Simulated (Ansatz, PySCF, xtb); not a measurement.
CH2O (SMILES C=O) and GeH4 (SMILES [GeH4]) are pulled apart as rigid monomers along the line of their centres of mass, from the B3LYP-D3(BJ)/def2-TZVP minimum. Starting geometry (charge 0, multiplicity 1):
```xyz
9

C      0.39169    -0.27634    -0.19058
O      0.82726     0.51952     0.59447
H     -0.25214    -1.11790     0.12813
H      0.61156    -0.20924    -1.27283
Ge    -0.14772    -0.20649     3.61926
H     -0.71401    -1.18140     2.57327
H     -0.63433     1.21722     3.32638
H      1.38401    -0.26663     3.61576
H     -0.66540    -0.64112     5.00372
```

Interaction energies with rigid monomers; basis-set methods are counterpoise corrected unless marked otherwise.

Rows in 6-31G*, STO-3G carry no dispersion term and start afresh at each structure (6-31G* with six Cartesian d functions); the Pople sets are all-electron and without relativity.

Programs: Ansatz (an electronic-structure program); PySCF for 6-31G* rows, STO-3G rows, the dispersion terms; xtb for the GFN methods. 

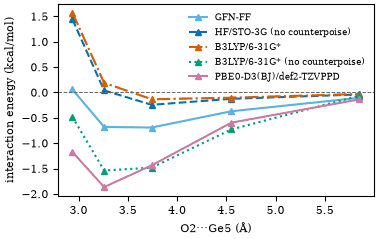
Figure: Interaction energy against separation

Question: Which level binds most strongly at O2···Ge5 = 3.26, and by how much?

Answer: PBE0-D3(BJ)/def2-TZVPPD, -1.9 kcal/mol.
